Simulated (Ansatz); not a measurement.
A series of calculations on C₃H₆OS

### Relaxation

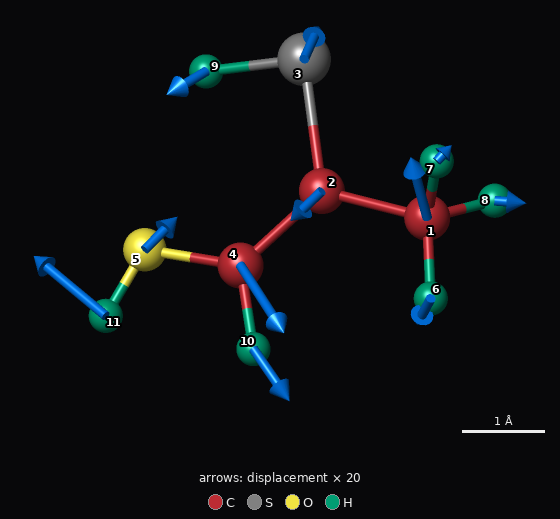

This is a relaxation of C3H6OS. The starting structure is drawn; blue arrows show the displacements, 20 times their true length. The two geometries are superimposed by the best rigid fit.

A ball-and-stick model, seen at a tilt.

The run prepares an end point of a later path (torsion) calculation, from a guessed geometry.

Method: RKS PBE0-D4/def2-SVP in Ansatz. Set-up: no spin polarisation; force threshold 0.015 eV/Å; at most 40 steps.

Q: What happened in the run?

A: Over 5 geometry steps the energy falls by 6.18 kcal/mol. Largest force component: 3.2 eV/Å at the start, 0.011 eV/Å at the end. The atom that moves furthest after the best rigid fit is C4 (0.070 Å). By element the largest moves are C 0.070 Å, H 0.067 Å, S 0.038 Å, O 0.031 Å. Among the contacts that change: C4–O5 1.316 → 1.359 Å, C1–H7 1.145 → 1.103 Å, C2–S3 1.729 → 1.768 Å, C1–H6 1.072 → 1.100 Å. Among the angles between lasting bonds that change: C2–C4–O5 128.2° → 122.4°, H6–C1–H8 112.4° → 108.1°, S3–C2–C4 118.5° → 122.4°. Cost: 13 s on 2 threads of Intel(R) Xeon(R) 6975P-C (Granite Rapids), with other jobs on the host, peak memory 0.25 GiB.

### Relaxation

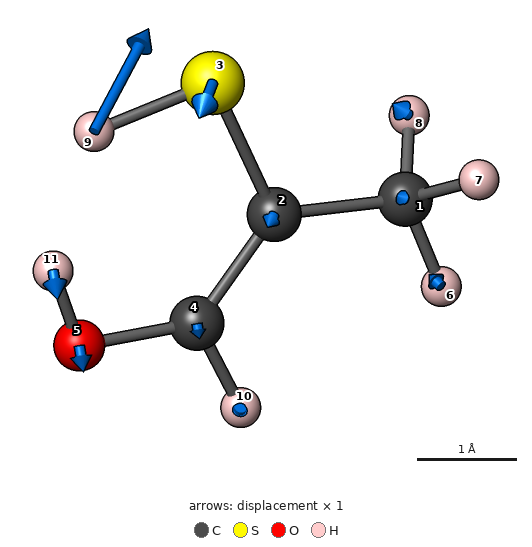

This is a relaxation of C3H6OS. The starting structure is drawn; blue arrows show the displacements, at their true length. The two geometries are superimposed by the best rigid fit.

A ball-and-stick model, seen at a tilt.

The run prepares an end point of a later path (torsion) calculation, from a guessed geometry.

Theory: RKS PBE0-D4/def2-SVP in Ansatz 0.2.0.

Input
```yaml
crystal:
  periodic: [false, false, false]
  atoms:
    - { symbol: C, position_ang: [-1.2553, -0.1759, 1.0] }
    - { symbol: C, position_ang: [-0.0558, 0.252, 0.2544] }
    - { symbol: S, position_ang: [0.7346, 1.701, 0.7709] }
    - { symbol: C, position_ang: [0.4989, -0.463, -0.7691] }
    - { symbol: O, position_ang: [1.5646, -0.1694, -1.4826] }
    - { symbol: H, position_ang: [-1.746, -1.033, 0.5839] }
    - { symbol: H, position_ang: [-2.031, 0.6617, 0.9126] }
    - { symbol: H, position_ang: [-1.0541, -0.2887, 2.042] }
    - { symbol: H, position_ang: [1.7784, 1.6737, -0.0619] }
    - { symbol: H, position_ang: [-0.0535, -1.3753, -1.0996] }
    - { symbol: H, position_ang: [1.92837, 0.63458, -1.15909] }
basis:
  gaussian: { orbitals: def2-SVP }
hamiltonian:
  xc: pbe0
  dispersion: d4
relax:
  f_tol: 0.015
  max_steps: 40
output:
  orbitals: {}
```

Run as
```bash
ansatz run input.yaml --threads 2 --pin off --max-ram 3072MiB --backend cpu --events-out ev --progress --plain --runs-dir out
```

### What did the optimiser do to the structure, and how much energy did it gain?

The largest move after the best rigid fit is that of H9, 1.40 Å. Largest moves by element: H 1.40 Å, S 0.57 Å, O 0.29 Å, C 0.19 Å. Some distances before and after: C2–S3 1.729 → 1.784 Å, C1–H7 1.145 → 1.102 Å, O5–H11 0.940 → 0.977 Å, C1–H6 1.072 → 1.101 Å. Among the angles between lasting bonds that change: H6–C1–H8 112.4° → 107.7°, C2–C4–H10 116.6° → 120.9°, C2–C1–H7 107.5° → 111.5°. Groups turn about C2–S3 by about 100°. The energy falls by 0.617 eV in 14 accepted moves (17 points after the start). Largest force component: 2.6 eV/Å at the start, 0.0043 eV/Å at the end. The line search rejected the trial steps at points 8, 12, 15 of the run. Cost: 31 s on 2 threads of Intel(R) Xeon(R) 6975P-C (Granite Rapids), with other jobs on the host, peak memory 0.24 GiB.

### Path

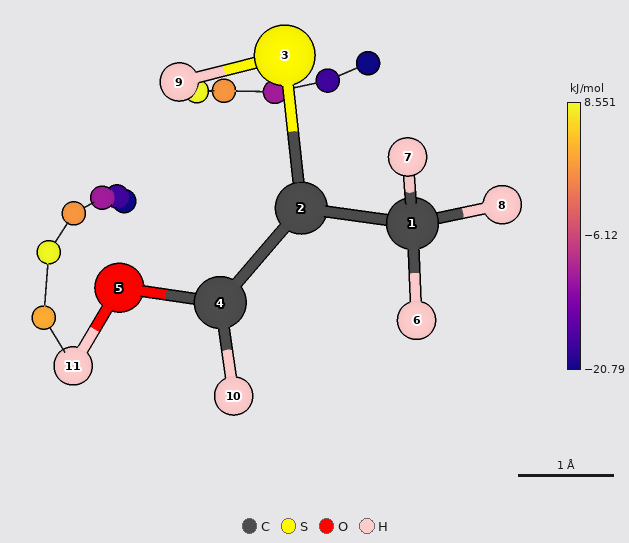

NEB run on C$_{3}$H$_{6}$OS. Images are numbered from 0 (start) to 6 (end). The start is drawn whole; smaller spheres mark the moving atoms (H) in the later images, joined by lines and coloured by the energy of the image relative to the start. A ball-and-stick model, seen at a tilt.

Method: RKS PBE0-D4/def2-SVP (Ansatz 0.2.0). Set-up: 5 movable images; climbing image; force threshold 0.03 eV/Å; iteration limit 60; starting path by image-dependent pair potential.

Describe the path and its energy.

The motion is a rotation about the C4–O5 bond by about 180°, with a turn of about 100° about C2–S3. No bond forms or breaks between the ends. The highest point, image 2, lies 8.6 kJ/mol above the start and 29.3 kJ/mol above the end; the end is at −20.8 kJ/mol relative to the start. The band is converged. At the top, the vibrational analysis gives one imaginary mode (306i cm⁻¹), as a transition state must have.
